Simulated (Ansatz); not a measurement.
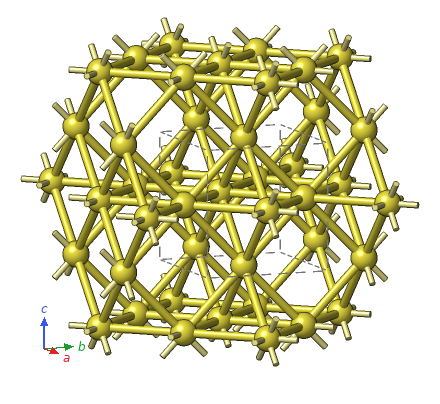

The picture shows a finite piece of the underlying net of a crystal structure, nodes on the atoms' positions. Nodes are coloured by topological kind. Edges to nodes outside the piece are drawn as stubs.

> Describe the net.

A uninodal 8-connected, three-periodic net. It is the reo net, known from the oxygen array of ReO3.

> Give point symbol and coordination sequence.

3⁸·4⁸·5⁸·6⁴, sequence 8, 30, 68, 126, 180.

Origin of the net. System SrOs3 (space group Pm-3m, No. 221); source of the atomic positions: the input geometry of an electronic-structure calculation (not necessarily at equilibrium); the starting structure was generated, so it need not be a known form of this composition. Bonds are taken as Os–Os below 3.2 Å; Sr is left out of the net, as the electropositive filling of the structure; no other contact counts. Simplification: prune 0- and 1-connected atoms, fold 2-connected ones into links. Os is an 8-connected node.
